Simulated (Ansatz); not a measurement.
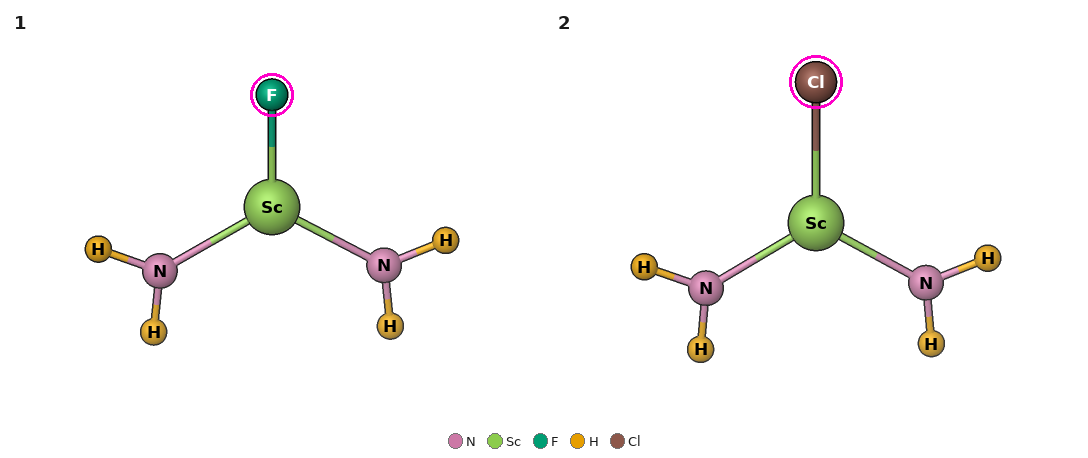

2 molecules with one skeleton, seen from the same side and at one scale; the atom that differs is circled. Charge 0, singlet. Computed geometries: PBE0-D4/def2-TZVP optimisations, one conformation each. Properties computed with Ansatz 0.2.0.

One atom differs, called X below: F in panel 1, Cl in panel 2. Their formulas are FH4N2Sc (`[NH2][Sc]([NH2])[F]`), ClH4N2Sc (`[NH2][Sc]([NH2])[Cl]`).

In which is the HOMO energy (Kohn–Sham orbital) higher (PBE0-D4/def2-SVP)?

Answer. In panel 1 (X = F).

In which is the dipole moment larger (PBE-D4/def2-TZVPP)?

Answer. In panel 2 (X = Cl).

Give the values. With PBE0-D4/def2-TZVP: length of X–Sc (Å), mean angle N–Sc–X (°). With PBE0-D4/def2-SVP: HOMO energy (Kohn–Sham orbital) (eV), HOMO–LUMO gap (eV). With PBE-D4/def2-TZVPP: dipole moment (D).

```
                            quantity  1 (F)  2 (Cl)   2 − 1
                  length of X–Sc (Å)  1.857   2.330  +0.473
               mean angle N–Sc–X (°)  120.7   121.8    +1.1
HOMO energy (Kohn–Sham orbital) (eV)  −6.66   −6.98   −0.32
                  HOMO–LUMO gap (eV)   5.53    5.58   +0.05
                   dipole moment (D)   2.17    3.17   +1.00
```
